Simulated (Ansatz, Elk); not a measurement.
# ScBi2S4F: X-ray structure factors from the self-consistent density

Structure refinements treat a crystal as free atoms side by side. For a made-up structure of ScBi2S4F (cell and positions from a PBEsol relaxation) the runs below show what the calculated density changes in F(hkl).

Calculated with Elk 11.2.3 (patched build); DFT, PBE, all-electron APW+lo, Dirac cores, scalar-relativistic bands, static density, no spin.

The structure was built from a prototype and need not be the compound's stable phase.

**1. Starting point**

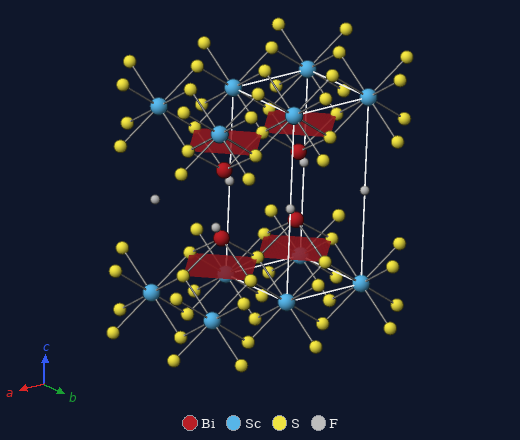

The starting structure, seen from a free direction (bismuth red, scandium blue, sulfur yellow, fluorine light grey). 2×1×1 cells are drawn. Some periodic images of atoms are drawn too.

As a file:

```cif
data_structure
_symmetry_space_group_name_H-M 'P 1'
_symmetry_Int_Tables_number 1
_cell_length_a 4.4858
_cell_length_b 4.4858
_cell_length_c 9.2833
_cell_angle_alpha 90.000
_cell_angle_beta 90.000
_cell_angle_gamma 90.000
_cell_volume 186.80
loop_
_atom_site_label
_atom_site_type_symbol
_atom_site_fract_x
_atom_site_fract_y
_atom_site_fract_z
_atom_site_occupancy
Bi1 Bi 0.50000 0.50000 0.31757 1
Bi2 Bi 0.50000 0.50000 0.68243 1
Sc3 Sc 0.00000 0.00000 0.00000 1
S4 S 0.00000 0.50000 0.16521 1
S5 S 0.50000 0.00000 0.16521 1
S6 S 0.00000 0.50000 0.83479 1
S7 S 0.50000 0.00000 0.83479 1
F8 F 0.00000 0.00000 0.50000 1
```

**2. Ground state and structure factors**

An all-electron density is needed, since X-rays see the cores too. Task 0 finds the density and task 195 Fourier-transforms it; tshift is off so that phases refer to the origin typed.

File elk.in:

```
tasks
  0
  195

xctype
  20

spinpol
  .false.

rgkmax
  7.0

gmaxvr
  14.0

lmaxo
  7

lmaxapw
  8

swidth
  0.002

tshift
  .false.

ramdisk
  .false.

hmaxvr
  5.5

maxscl
  120

epspot
  1e-06

sppath
  './'

avec
  8.47694375457 0.00000000000 0.00000000000
  0.00000000000 8.47694375457 0.00000000000
  0.00000000000 0.00000000000 17.54282262102

atoms
  4
  'Bi.in'
  2
  0.5000000000 0.5000000000 0.3175732301   0.000000 0.000000 0.000000
  0.5000000000 0.5000000000 0.6824267699   0.000000 0.000000 0.000000
  'Sc.in'
  1
  -0.0000000000 0.0000000000 0.0000000000   0.000000 0.000000 0.000000
  'S.in'
  4
  -0.0000000000 0.5000000000 0.1652086252   0.000000 0.000000 0.000000
  0.5000000000 -0.0000000000 0.1652086252   0.000000 0.000000 0.000000
  -0.0000000000 0.5000000000 0.8347913748   0.000000 0.000000 0.000000
  0.5000000000 -0.0000000000 0.8347913748   0.000000 0.000000 0.000000
  'F.in'
  1
  -0.0000000000 -0.0000000000 0.5000000000   0.000000 0.000000 0.000000

ngridk
  5 5 3
```

The run is started by

```
$ OMP_NUM_THREADS=4 elk
```

Numbers of over 12 decimals in the logs are rounded to 6 here.

Log:

```text
┌─────────────────────────┐
│ Elk code version 11.2.3 │
└─────────────────────────┘

All units are atomic (Hartree, Bohr, etc.)

┌─────────────────────────────────────────────────┐
│ Ground-state run starting from atomic densities │
└─────────────────────────────────────────────────┘

Lattice vectors :
   8.476943755       0.000000000       0.000000000
   0.000000000       8.476943755       0.000000000
   0.000000000       0.000000000       17.54282262

Reciprocal lattice vectors :
  0.7412087999       0.000000000       0.000000000
   0.000000000      0.7412087999       0.000000000
   0.000000000       0.000000000      0.3581627337

Unit cell volume      :    1260.602242
Brillouin zone volume :   0.1967711980

Muffin-tin inner radius fraction :   0.1000000000E-01

Nuclei treated as point charges

Species : 1 (Bi)
 parameters loaded from : Bi.in
 name : bismuth
 nuclear charge    :   -83.00000000
 electronic charge :    83.00000000
 atomic mass :    380947.9285
 muffin-tin radius :    2.778101064
 number of radial points in muffin-tin :   1393
 inner part over the whole radius :   0.9998603865E-02
 number on inner part of muffin-tin    :   1001
 approximate nuclear radius :   0.1052171418E-03
 number of mesh points to nuclear radius :    526
 atomic positions (lattice), magnetic fields (Cartesian) :
  1 :   0.50000000  0.50000000  0.31757323    0.00000000  0.00000000  0.00000000
  2 :   0.50000000  0.50000000 -0.31757323    0.00000000  0.00000000  0.00000000

Species : 2 (Sc)
 parameters loaded from : Sc.in
 name : scandium
 nuclear charge    :   -21.00000000
 electronic charge :    21.00000000
 atomic mass :    81949.61073
 muffin-tin radius :    2.400000000
 number of radial points in muffin-tin :    993
 inner part over the whole radius :   0.9898716403E-02
 number on inner part of muffin-tin    :    698
 approximate nuclear radius :   0.6711386133E-04
 number of mesh points to nuclear radius :    323
 atomic positions (lattice), magnetic fields (Cartesian) :
  1 :   0.00000000  0.00000000  0.00000000    0.00000000  0.00000000  0.00000000

Species : 3 (S)
 parameters loaded from : S.in
 name : sulphur
 nuclear charge    :   -16.00000000
 electronic charge :    16.00000000
 atomic mass :    58450.91931
 muffin-tin radius :    2.182793693
 number of radial points in muffin-tin :    793
 inner part over the whole radius :   0.9914018958E-02
 number on inner part of muffin-tin    :    554
 approximate nuclear radius :   0.6195814986E-04
 number of mesh points to nuclear radius :    251
 atomic positions (lattice), magnetic fields (Cartesian) :
  1 :   0.00000000  0.50000000  0.16520863    0.00000000  0.00000000  0.00000000
  2 :   0.50000000  0.00000000  0.16520863    0.00000000  0.00000000  0.00000000
  3 :   0.00000000  0.50000000 -0.16520863    0.00000000  0.00000000  0.00000000
  4 :   0.50000000  0.00000000 -0.16520863    0.00000000  0.00000000  0.00000000

Species : 4 (F)
 parameters loaded from : F.in
 name : fluorine
 nuclear charge    :   -9.000000000
 electronic charge :    9.000000000
 atomic mass :    34631.97045
 muffin-tin radius :    2.000000000
 number of radial points in muffin-tin :    593
 inner part over the whole radius :   0.9949055222E-02
 number on inner part of muffin-tin    :    410
 approximate nuclear radius :   0.5278478738E-04
 number of mesh points to nuclear radius :    175
 atomic positions (lattice), magnetic fields (Cartesian) :
  1 :   0.00000000  0.00000000  0.50000000    0.00000000  0.00000000  0.00000000

Total number of atoms per unit cell :    8
Total muffin-tin volume :    445.2950517
 ratio of muffin-tin to unit cell volume :   0.3532399331

Spin treatment :
 spin-unpolarised

Number of Bravais lattice symmetries :   16
Number of crystal symmetries         :   16
Crystal has inversion symmetry
Real symmetric eigensolver will be used

k-point grid :      5     5     3
k-point offset :    0.000000000       0.000000000       0.000000000
k-point set is reduced with full crystal symmetry group
[...]
total energy                :     -45626.599137171

Density of states at Fermi energy :    9.336431298
 (states/Hartree/unit cell)

Estimated indirect band gap :   0.7076963355E-02
 from k-point 6 to k-point 1
Estimated direct band gap   :   0.2455114265E-01
 at k-point 1

Charges :
 core                        :    188.0000000
 valence                     :    72.00000000
 interstitial                :    11.57951599
 muffin-tins (core leakage)
  species : 1 (Bi)
[...]
species : 2 (Sc)
[...]
species : 3 (S)
[...]
species : 4 (F)
[...]
total in muffin-tins        :    248.4204840
 total calculated charge     :    259.9977553
 total charge                :    260.0000000
 error                       :   0.2244742728E-02

RMS change in Kohn-Sham potential (target) :   0.5115741206     (  0.1000000000E-05)
Absolute change in total energy (target)   :   0.6938754928     (  0.1000000000E-03)

[... loops 3 to 17 left out ...]

┌──────────────────┐
│ Loop number : 18 │
└──────────────────┘

Energies :
 Fermi                       :     0.169033
 sum of occupied eigenvalues :     -28153.787105305
 electron kinetic            :      52967.363912103
 core electron kinetic       :      52535.790781113
 Coulomb                     :     -97641.950350768
 Coulomb potential           :     -79880.656601190
 nuclear-nuclear             :     -3058.5283055411
 electron-nuclear            :     -109329.96718807
 Hartree                     :      14746.545142840
 Madelung                    :     -57701.622050172
 xc potential                :     -1240.4944162177
 exchange                    :     -935.62108181107
 correlation                 :     -13.962599056717
 electron entropic           :    -0.55415933001685E-03
 total energy                :     -45624.170673692

Density of states at Fermi energy :    46.68676959
 (states/Hartree/unit cell)

Estimated indirect band gap :   0.4695597358E-02
 from k-point 2 to k-point 6
Estimated direct band gap   :   0.2777745665E-01
 at k-point 4

Charges :
 core                        :    188.0000000
 valence                     :    72.00000000
 interstitial                :    11.98756017
 muffin-tins (core leakage)
  species : 1 (Bi)
[...]
species : 2 (Sc)
[...]
species : 3 (S)
[...]
species : 4 (F)
[...]
total in muffin-tins        :    248.0124398
 total calculated charge     :    259.9979065
 total charge                :    260.0000000
 error                       :   0.2093529555E-02

RMS change in Kohn-Sham potential (target) :   0.4415740559E-06 (  0.1000000000E-05)
Absolute change in total energy (target)   :   0.6263552496E-04 (  0.1000000000E-03)

Convergence targets achieved

┌──────────────────┐
│ Loop number : 19 │
└──────────────────┘

Energies :
 Fermi                       :     0.169033
 sum of occupied eigenvalues :     -28153.787088798
 electron kinetic            :      52967.363923075
 core electron kinetic       :      52535.790782013
 Coulomb                     :     -97641.950344868
 Coulomb potential           :     -79880.656585015
 nuclear-nuclear             :     -3058.5283055411
 electron-nuclear            :     -109329.96719140
 Hartree                     :      14746.545152076
 Madelung                    :     -57701.622052360
 xc potential                :     -1240.4944268578
 exchange                    :     -935.62108215538
 correlation                 :     -13.962599073117
 electron entropic           :    -0.55415895096196E-03
 total energy                :     -45624.170657181

Density of states at Fermi energy :    46.68671889
 (states/Hartree/unit cell)

Estimated indirect band gap :   0.4695636432E-02
 from k-point 2 to k-point 6
Estimated direct band gap   :   0.2777741813E-01
 at k-point 4

Charges :
 core                        :    188.0000000
 valence                     :    72.00000000
 interstitial                :    11.98755983
 muffin-tins (core leakage)
  species : 1 (Bi)
[...]
species : 2 (Sc)
[...]
species : 3 (S)
[...]
atom 3                    :    14.50739475     (  0.7911481298E-04)
   atom 4                    :    14.50739475     (  0.7911481298E-04)
  species : 4 (F)
   atom 1                    :    8.866136639     ( -0.2954236740E-06)
 total in muffin-tins        :    248.0124402
 total calculated charge     :    259.9979065
 total charge                :    260.0000000
 error                       :   0.2093529718E-02

┌──────────────────────────────┐
│ Self-consistent loop stopped │
└──────────────────────────────┘

Warning : core states of species 1 leak from the muffin-tin :   0.7470387368E-03

Wrote STATE.OUT
```

Wall time 53 s (4 threads of Arm Neoverse V2, shared host); peak memory 0.37 GiB.

SFACRHO.OUT:

```text

h k l indices transformed by vhmat matrix:
   1.000000000       0.000000000       0.000000000    
   0.000000000       1.000000000       0.000000000    
   0.000000000       0.000000000       1.000000000    

      h      k      l  multipl.   |H|            Re(F)            Im(F)           |F|

      0      0      0      1   0.0000000       260.00000      0.32118119E-16   260.00000    
      0      0      1      2  0.35816273      -24.445699      0.27293606E-13   24.445699    
      0      0      2      2  0.71632547      -103.34566      0.40914502E-13   103.34566    
      0     -1      0      4  0.74120880      -128.09091     -0.98530617E-13   128.09091    
     -1      0      1      8  0.82320777       72.264817      0.21550428E-13   72.264817    
      1      0      2      8   1.0307825       121.78618     -0.89807773E-13   121.78618    
     -1     -1      0      4   1.0482275       121.21922      0.13975607E-12   121.21922    
      0      0     -3      2   1.0744882       99.078014      0.42473760E-13   99.078014    
     -1      1     -1      8   1.1077281      -76.527212     -0.35566614E-13   76.527212    
     -1     -1     -2      8   1.2696075      -48.963832     -0.92143863E-13   48.963832    
      0      1     -3      8   1.3053411      -126.59799     -0.56575338E-13   126.59799    
      0      0      4      2   1.4326509      -19.418056      0.16714417E-13   19.418056    
     -2      0      0      4   1.4824176       199.98416      0.17843970E-12   199.98416    
     -1      1      3      8   1.5011016       180.33030     -0.16155768E-13   180.33030    
     -2      0     -1      8   1.5250713      -26.923105     -0.25288049E-13   26.923105    
      0     -1      4      8   1.6130342       36.778865     -0.87391561E-14   36.778865    
     -2      0     -2      8   1.6464155      -87.287668     -0.11701460E-12   87.287668    
     -2     -1      0      8   1.6573933      -113.15935     -0.27273962E-12   113.15935
```

Elk indexes on the primitive cell of elk.in and gives |H| = 4π sin θ/λ in inverse bohr. Below, one row stands for each form hkl of the conventional cell (m members, Friedel mates merged), F is for one primitive cell and the density is static (no thermal factor). Free-atom factors are Waasmaier and Kirfel's, and R is Σm||F|−|F'||/Σm|F|.

```csv
hkl,m,sin θ/λ (Å⁻¹),"abs F, DFT",neutral atoms,diff.
001,2,0.054,24.446,24.626,-0.180
002,2,0.108,103.346,103.551,-0.205
100,4,0.112,128.091,128.988,-0.897
101,8,0.124,72.265,72.600,-0.335
102,8,0.155,121.786,121.662,+0.124
110,4,0.158,121.219,121.917,-0.698
003,2,0.162,99.078,100.409,-1.331
111,8,0.167,76.527,75.793,+0.735
112,8,0.191,48.964,49.490,-0.526
103,8,0.196,126.598,126.373,+0.225
004,2,0.215,19.418,19.170,+0.248
200,4,0.223,199.984,199.600,+0.384
113,8,0.226,180.330,180.247,+0.083
201,8,0.229,26.923,26.703,+0.220
104,8,0.243,36.779,36.894,-0.115
202,8,0.248,87.288,87.354,-0.067
210,8,0.249,113.159,112.916,+0.243
211,16,0.255,61.910,62.052,-0.143
114,8,0.267,22.594,22.740,-0.146
005,2,0.269,85.269,84.955,+0.314
212,16,0.272,103.678,103.936,-0.258
203,8,0.275,93.043,92.745,+0.298
```

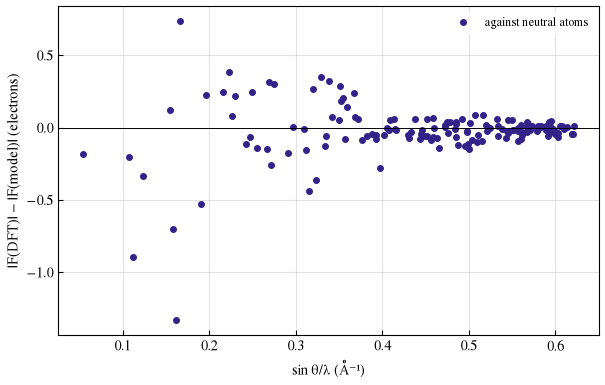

Difference between the calculated structure factors and the independent-atom ones.

**3. The highest occupied states alone**

An energy window below the Fermi level keeps the highest occupied states, to see at which angles they scatter; shallow core shells can lie inside it and anion s states outside. No new self-consistency is needed.

Changes to elk.in since step 2:

```diff
@@ -1,3 +1,2 @@
 tasks
-  0
   195
@@ -40,2 +39,5 @@
 
+wsfac
+  -0.271960 0.469030
+
 sppath
```

The run is started by

```
$ OMP_NUM_THREADS=4 elk
```

Log:

```text
┌─────────────────────────────────┐
│ Elk code version 11.2.3 started │
└─────────────────────────────────┘

Info(readinput): the functional depends on the density's gradient
 muffin-tin radial points multiplied by    2.00000
 (not where nrmtscf is given)

┌────────────────────┐
│ Current task : 195 │
└────────────────────┘
Info(checkmt): changed muffin-tin radius of species 1 (Bi) from   2.8000 to   2.7781
Info(checkmt): changed muffin-tin radius of species 3 (S) from   2.2000 to   2.1828

Info(sfacrho): density structure factors written to SFACRHO.OUT

 Energy window :  -0.2719600000      0.4690300000

┌──────────────────┐
│ Elk code stopped │
└──────────────────┘
```

Wall time 26 s (4 threads); peak memory 0.24 GiB.

States within 12 eV below the Fermi level hold 34.80 electrons; any levels below the window count with the cores, and a count that is not whole means the window cuts a band. Their amplitudes can exceed the total, where window and core parts have opposite phase:

```csv
hkl,sin θ/λ (Å⁻¹),"abs F, window","abs F, all"
001,0.054,2.793,24.446
002,0.108,2.415,103.346
100,0.112,2.373,128.091
101,0.124,2.150,72.265
102,0.155,5.652,121.786
110,0.158,2.284,121.219
003,0.162,10.373,99.078
111,0.167,8.420,76.527
112,0.191,6.367,48.964
103,0.196,4.058,126.598
```

**4. Another functional**

The difference from free atoms is small, so it is set against the change that LDA (Perdew-Wang) makes.

Changes to elk.in since step 3:

```diff
@@ -1,2 +1,3 @@
 tasks
+  0
   195
@@ -4,3 +5,3 @@
 xctype
-  20
+  3
 
@@ -39,5 +40,2 @@
 
-wsfac
-  -0.271960 0.469030
-
 sppath
```

The run is started by

```
$ OMP_NUM_THREADS=4 elk
```

Log:

```text
┌─────────────────────────┐
│ Elk code version 11.2.3 │
└─────────────────────────┘

All units are atomic (Hartree, Bohr, etc.)

┌─────────────────────────────────────────────────┐
│ Ground-state run starting from atomic densities │
└─────────────────────────────────────────────────┘

Lattice vectors :
   8.476943755       0.000000000       0.000000000
   0.000000000       8.476943755       0.000000000
   0.000000000       0.000000000       17.54282262

Reciprocal lattice vectors :
  0.7412087999       0.000000000       0.000000000
[...]
species : 2 (Sc)
[...]
species : 3 (S)
[...]
atom 4                    :    14.47621542     (  0.7265646807E-04)
  species : 4 (F)
   atom 1                    :    8.836932704     ( -0.4730094450E-05)
 total in muffin-tins        :    247.9329582
 total calculated charge     :    259.9979473
 total charge                :    260.0000000
 error                       :   0.2052687329E-02

┌──────────────────────────────┐
│ Self-consistent loop stopped │
└──────────────────────────────┘

Warning : core states of species 1 leak from the muffin-tin :   0.7481726332E-03

Wrote STATE.OUT
[key lines of the parts left out:]
total energy                :     -45594.131234776
```

Elapsed: 35 s, on 4 threads; peak memory 0.28 GiB.

Against the first run R = 0.02 %; the largest change is +0.109 at 003.

**5. Basis size**

The basis and the expansions that go with it are enlarged, to see whether the differences are converged.

Changes to elk.in since step 4:

```diff
@@ -5,3 +5,3 @@
 xctype
-  3
+  20
 
@@ -11,12 +11,12 @@
 rgkmax
-  7.0
+  8.5
 
 gmaxvr
-  14.0
+  18.0
 
 lmaxo
-  7
+  9
 
 lmaxapw
-  8
+  10
```

The run is started by

```
$ OMP_NUM_THREADS=4 elk
```

Log:

```text
┌─────────────────────────┐
│ Elk code version 11.2.3 │
└─────────────────────────┘

All units are atomic (Hartree, Bohr, etc.)

┌─────────────────────────────────────────────────┐
│ Ground-state run starting from atomic densities │
└─────────────────────────────────────────────────┘

Lattice vectors :
   8.476943755       0.000000000       0.000000000
   0.000000000       8.476943755       0.000000000
   0.000000000       0.000000000       17.54282262

Reciprocal lattice vectors :
  0.7412087999       0.000000000       0.000000000
[...]
species : 2 (Sc)
[...]
species : 3 (S)
[...]
atom 4                    :    14.51087806     (  0.7918011156E-04)
  species : 4 (F)
   atom 1                    :    8.874305438     ( -0.2954235394E-06)
 total in muffin-tins        :    248.0436093
 total calculated charge     :    259.9979281
 total charge                :    260.0000000
 error                       :   0.2071879110E-02

┌──────────────────────────────┐
│ Self-consistent loop stopped │
└──────────────────────────────┘

Warning : core states of species 1 leak from the muffin-tin :   0.7467295533E-03

Wrote STATE.OUT
[key lines of the parts left out:]
total energy                :     -45624.184551163
```

Wall time 2.5 min (4 threads); peak memory 0.74 GiB.

Against the first run R = 0.00 %; the largest change is -0.012 at 420.

**6. Settings against the effect**

```csv
run,R against the first run (%),"R against neutral atoms, low angle (%)",wall time
"PBE, rgkmax 7",0.00,0.29,53 s
LDA (Perdew-Wang),0.02,0.27,35 s
rgkmax 8.5 with larger expansions,0.00,0.29,2.5 min
```

**7. What came out**

```
R against neutral atoms, sin θ/λ < 0.3 Å⁻¹ : 0.29 %
R against neutral atoms, 0.3 to 0.62 Å⁻¹   : 0.09 %
```

What this shows: Independent neutral atoms miss the calculated amplitudes by R = 0.29 % below 0.3 Å⁻¹ and 0.09 % from there to 0.62 Å⁻¹; by shells, 0.52 % below 0.15 Å⁻¹ (4 forms), 0.26 % 0.15 to 0.3 (20 forms), 0.14 % 0.3 to 0.45 (40 forms), 0.07 % above 0.45 (85 forms). Bonding, aspherical density and the tables' own atoms all enter these figures, and the runs don't part them. The largest change of an amplitude is -1.33 electrons, at 003. The window's part falls from 34.8 electrons at the origin to at most 1.34 between 0.45 and 0.62 Å⁻¹, where compact states inside the window still scatter. Below 0.3 Å⁻¹ the changes that finished (LDA (Perdew-Wang) and rgkmax 8.5 with larger expansions) move F by R = 0.03 % at most, against the 0.29 % that separates it from free atoms. The k-mesh has no finished test. Spin-orbit coupling is left out, which can matter for elements this heavy. Part of the difference isn't bonding: the tables are fits to free atoms and ions calculated by other methods than this functional. Thermal motion, anomalous dispersion and extinction are left out.

[Logs are printed without paths, hosts, clocks, repeated set-up lines and the standing remarks that a program may print on its own settings, such as how far it seeks lower states.]

[Hosts, paths, dates, database ids (printed as entryN), source tags and the programs' standing remarks are cut or masked in the printed files.]
